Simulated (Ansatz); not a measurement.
# BH6NSSi: rigid torsion scan in Python

Wanted for BH6NSSi: a rigid torsion scan.

Computed with the Python package of Ansatz 0.2.0. Level of theory: r2SCAN0/def2-SVP.

## Step 1: The system

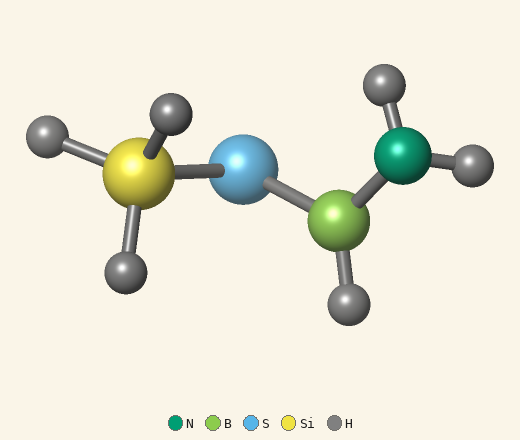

The structure that the script starts from, seen from a chosen angle (nitrogen teal, boron green, sulfur blue, silicon yellow, hydrogen grey).

The script holds or builds the structure itself.

## Step 2: The code

The input, torsion.py:

```python
"""Energy of BH6NSSi as one group turns about a bond."""

import ansatz as az
from ase import Atoms

SETTINGS = {
    "basis": "def2-SVP",
    "functional": "r2scan0",
    "fmax": 0.02,
}

atoms = Atoms(["N", "B", "S", "Si", "H", "H", "H", "H", "H", "H"], positions=[
    (1.6534, -1.0473, 0.297),
    (0.4324, -0.9582, -0.6079),
    (-0.0818, 0.6879, -1.3696),
    (-1.3407, 1.1706, 0.3019),
    (2.0904, -0.0995, 0.3402),
    (2.3377, -1.6767, -0.1788),
    (-0.2029, -1.9283, -0.8334),
    (-2.3853, 0.1454, 0.4467),
    (-1.9716, 2.4793, 0.075),
    (-0.5318, 1.2268, 1.5289),
])

# relax first, so that the scan starts from a minimum
first = (
    az.Crystal.molecule_from_ase(atoms).calculation()
    .basis(gaussian=SETTINGS["basis"])
    .functional(SETTINGS["functional"])
    .accuracy("medium")
    .relax(force_tolerance=SETTINGS["fmax"], max_steps=80)
)
atoms.positions = first.run(threads=1).report["positions_ang"]

start = atoms.get_dihedral(0, 1, 2, 3)
energies = {}
for turn in range(0, 360, 30):
    turned = atoms.copy()
    turned.set_dihedral(0, 1, 2, 3, start + turn, indices=[2, 3, 7, 8, 9])
    calculation = az.Crystal.molecule_from_ase(turned).calculation()
    calculation = calculation.basis(gaussian=SETTINGS["basis"])
    calculation = calculation.functional(SETTINGS["functional"]).accuracy("medium")
    energies[round((start + turn) % 360)] = calculation.run(threads=1).report["free_energy_ev"]
floor = min(energies.values())
print("dihedral N0-B1-S2-Si3 (deg)   E - E(min) (kJ/mol)")
for angle, e in sorted(energies.items()):
    print(f"{angle:8d} {96.485332 * (e - floor):14.3f}  " + "#" * int(30 * (e - floor) / max(max(energies.values()) - floor, 1e-9)))
```

## Step 3: The calls as engine input

The engine receives this input (first run):

```yaml
crystal:
  periodic: [false, false, false]
  atoms:
    - { symbol: "N", position_ang: [1.6534, -1.0473, 0.297] }
    - { symbol: B, position_ang: [0.4324, -0.9582, -0.6079] }
    - { symbol: S, position_ang: [-0.0818, 0.6879, -1.3696] }
    - { symbol: Si, position_ang: [-1.3407, 1.1706, 0.3019] }
    - { symbol: H, position_ang: [2.0904, -0.0995, 0.3402] }
    - { symbol: H, position_ang: [2.3377, -1.6767, -0.1788] }
    - { symbol: H, position_ang: [-0.2029, -1.9283, -0.8334] }
    - { symbol: H, position_ang: [-2.3853, 0.1454, 0.4467] }
    - { symbol: H, position_ang: [-1.9716, 2.4793, 0.075] }
    - { symbol: H, position_ang: [-0.5318, 1.2268, 1.5289] }
accuracy: medium
basis:
  gaussian:
    orbitals: def2-SVP
hamiltonian:
  xc: r2scan0
relax:
  f_tol: 0.02
  max_steps: 80
```

## Step 4: The run

Started as:

```sh
python torsion.py
```

What it wrote:

```text
dihedral N0-B1-S2-Si3 (deg)   E - E(min) (kJ/mol)
       1         15.374  ##################
      31         14.709  #################
      61         21.542  #########################
      91         25.230  ##############################
     121         17.044  ####################
     151          4.980  #####
     181          0.000
     211          5.323  ######
     241         17.453  ####################
     271         25.176  #############################
     301         20.926  ########################
     331         14.209  ################
```

It took 2.8 min on 1 thread of Arm Neoverse V2, shared host; peak memory 0.29 GiB.

## Step 5: Path of the relaxation of run 0

Relaxation path:

| step | energy from step 1 (eV) | largest force component (eV/Å) |
| --- | --- | --- |
| 1 | 0.0000 | 3.1300 |
| 2 | -0.3878 | 2.6699 |
| 3 | -0.5412 | 2.7506 |
| 4 | -0.7609 | 1.1062 |
| 5 | -0.8146 | 0.5376 |
| 6 | -0.8660 | 0.2480 |
| 7 | -0.8791 | 0.6738 |
| 8 | -0.9207 | 0.5967 |
| 9 | -0.9816 | 0.3064 |
| 10 | -1.0336 | 0.2201 |
| 11 | -1.0608 | 0.1306 |
| 12 | -1.0680 | 0.3913 |
| 13 | -1.0704 | 0.5192 |
| 14 | -1.0864 | 0.2016 |
| 15 | -1.0891 | 0.0636 |
| 16 | -1.0898 | 0.0108 |

Step 1 is the start.

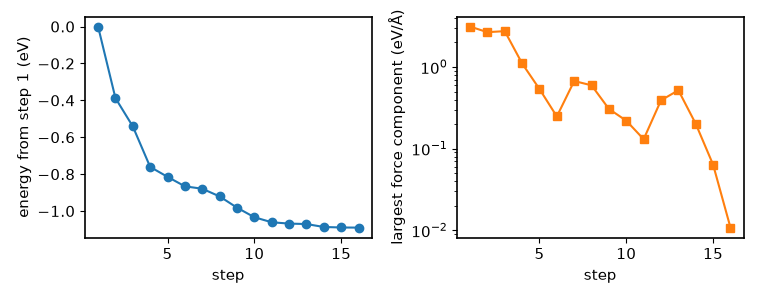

Energy and largest force along the relaxation.

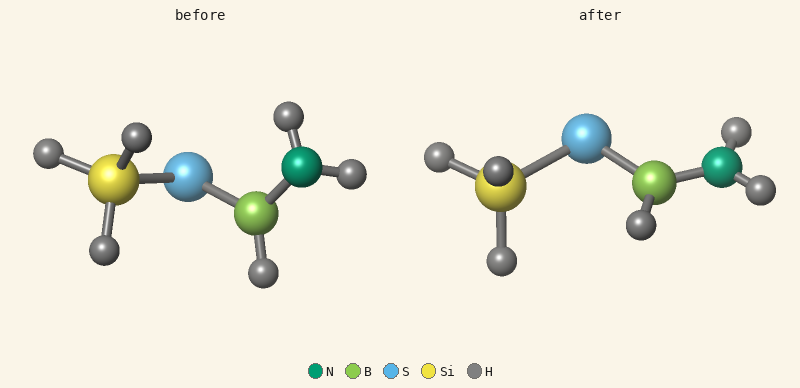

The structure before (left) and after (right) the relaxation, drawn at the same scale.

Before: Bond lengths: N1–B2 1.522 Å, B2–S3 1.885 Å, S3–Si4 2.147 Å, N1–H5 1.045 Å, N1–H6 1.044 Å, B2–H7 1.181 Å, Si4–H8 1.471 Å, Si4–H9 1.470 Å, Si4–H10 1.471 Å. Angles: N1–B2–S3 120.7°, N1–B2–H7 119.8°, S3–B2–H7 119.6°, B2–N1–H5 107.9°, B2–N1–H6 106.9°, H5–N1–H6 107.0°, B2–S3–Si4 92.4°, S3–Si4–H8 109.7°, S3–Si4–H9 109.4°, S3–Si4–H10 109.6°, H8–Si4–H9 109.3°, H8–Si4–H10 109.6°, H9–Si4–H10 109.3°.

After: Bond lengths: N1–B2 1.388 Å, B2–S3 1.828 Å, S3–Si4 2.142 Å, N1–H5 1.008 Å, N1–H6 1.007 Å, B2–H7 1.204 Å, Si4–H8 1.486 Å, Si4–H9 1.484 Å, Si4–H10 1.486 Å. Angles: N1–B2–S3 119.6°, N1–B2–H7 119.7°, S3–B2–H7 120.7°, B2–N1–H5 123.6°, B2–N1–H6 122.2°, H5–N1–H6 114.1°, B2–S3–Si4 98.8°, S3–Si4–H8 111.3°, S3–Si4–H9 106.5°, S3–Si4–H10 111.4°, H8–Si4–H9 109.5°, H8–Si4–H10 108.8°, H9–Si4–H10 109.3°.

Run 0 is this relaxation; the runs after it count from 1.

## Step 6: The engine's runs

The 12 runs, in the order started:

```
run  turn (°)  energy from run 1 (eV)  SCF cycles  CPU time (s)
  1         0                  0.0000          16             5
  2        30                  0.0552          17             5
  3        60                  0.1809          17           4.9
  4        90                  0.2609          17             5
  5       120                  0.2169          15           4.8
  6       150                  0.1473          15           4.8
  7       180                  0.1593          15           4.8
  8       210                  0.1524          15           4.9
  9       240                  0.2233          15           4.9
 10       270                  0.2615          17           5.1
 11       300                  0.1766          17             5
 12       330                  0.0516          17           5.1
```

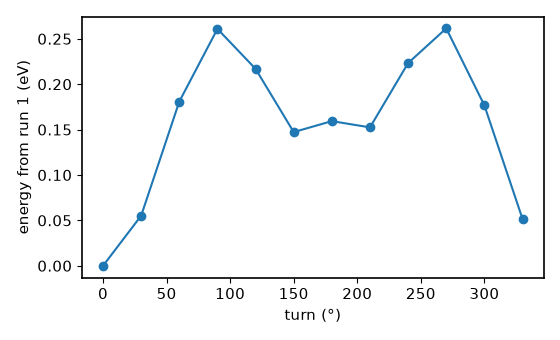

Energy against turn; lines join the points.

## Step 7: Results

| quantity | value |
| --- | --- |
| runs compared | 12 |
| range of energy | 0.261 eV |
| lowest point, turn (°) | 0 |

What this shows: The lowest point lies at a turn of 0°, the highest 0.261 eV (25.2 kJ/mol) above it at 270°. The grid can miss the true lowest and highest points, and the rest of the molecule is held rigid. Run 0: The relaxation took 15 moves; the largest shift is 1.538 Å. So large a move can change the bonding: the results belong to the relaxed structure. The scan is rigid and the energies are electronic, in a modest basis. With rigid groups the curve can differ much from the relaxed path, the start wasn't checked as a minimum of this torsion, and equivalent turns needn't return to the same energy.
